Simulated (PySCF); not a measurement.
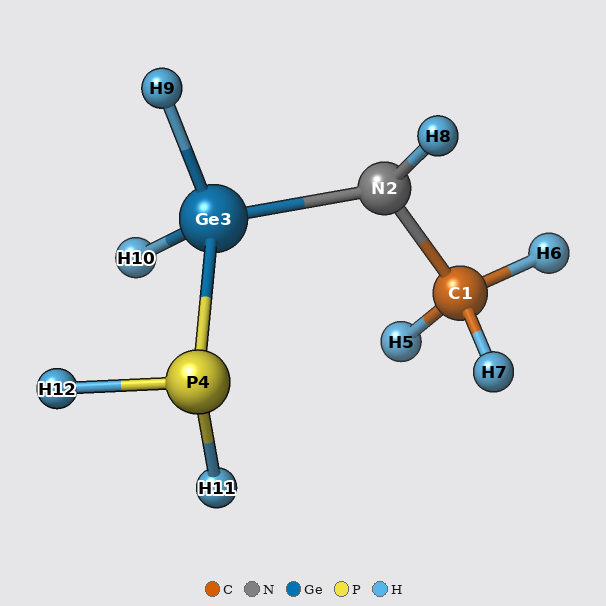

Computed geometry: PBE0-D3(BJ)/def2-SVP optimisation. No frequency run is at hand to confirm it as a minimum. Level of theory: delta-SCF UKS SCAN, pcX-2 on the ionised atom, pcseg-1 elsewhere, spin-free X2C (PySCF 2.14.0).

Give the core-electron binding energies (to vacuum; p and d levels without spin–orbit splitting) of C1 1s, N2 1s, P4 1s, P4 2p.

```tsv
atom	level	binding energy (eV)
C1	1s	291.6
N2	1s	404.2
P4	1s	2149.5
P4	2p	136.3
```
